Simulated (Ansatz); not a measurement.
```tsv
atom	x (Å)	y (Å)	z (Å)
K	-0.8076	0.1170	-0.9674
N	0.1516	0.5153	1.3331
O	-0.8687	-0.2094	1.4804
```

Geometry: B3LYP-D3(BJ)/def2-SVP.

Level of theory: isolated molecule in a Gaussian basis; Kohn-Sham density functional theory, functional PBE0 (Ansatz).

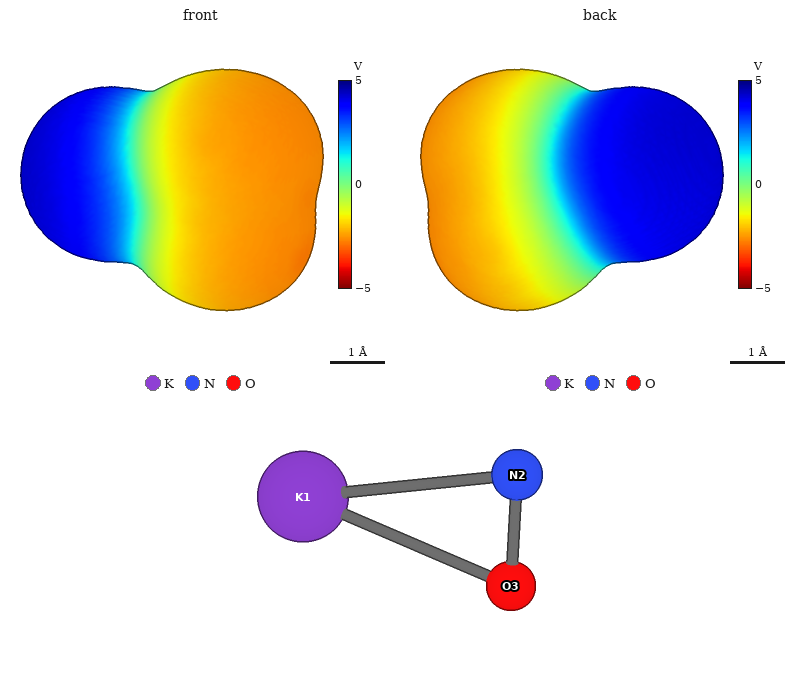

KNO (SMILES [N]1=[O+][K-]1) (triplet). The electrostatic potential painted on the density surface at 0.002 e/bohr³, seen from the front and from behind; the colour scale runs from red (negative) to blue (positive). The bare structure is drawn below in the same view.

> Describe the electrostatic potential map.

The most negative region (about −2.8 V) lies over O3, the most positive (about +4.3 V) over K1. O3 is the likeliest acceptor of a hydrogen bond.
